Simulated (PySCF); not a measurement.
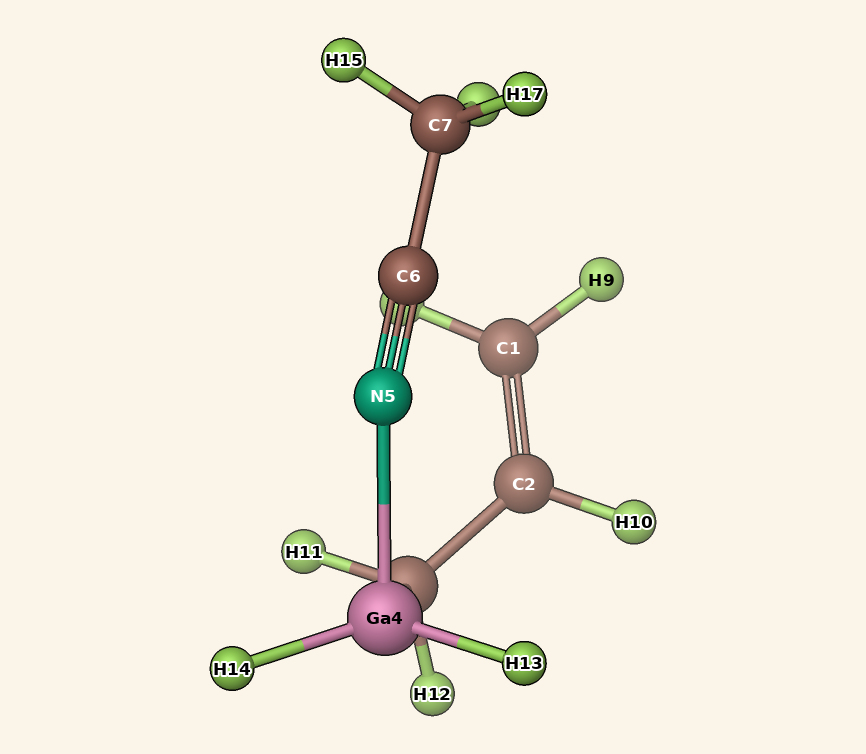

C3 lies behind Ga4. The molecule seen nearly along the Ga4–C3 bond, Ga4 in front. Depth is shown by fading: the farther an atom, the more it takes the colour of the background. Computed geometry: PBE0-D3(BJ)/def2-SVP optimisation. No frequency run is at hand to confirm it as a minimum.

**What is the torsion angle N5–Ga4–C3–C2? The sign is positive where the front bond must turn clockwise to cover the back bond.**

49°, synclinal (gauche).
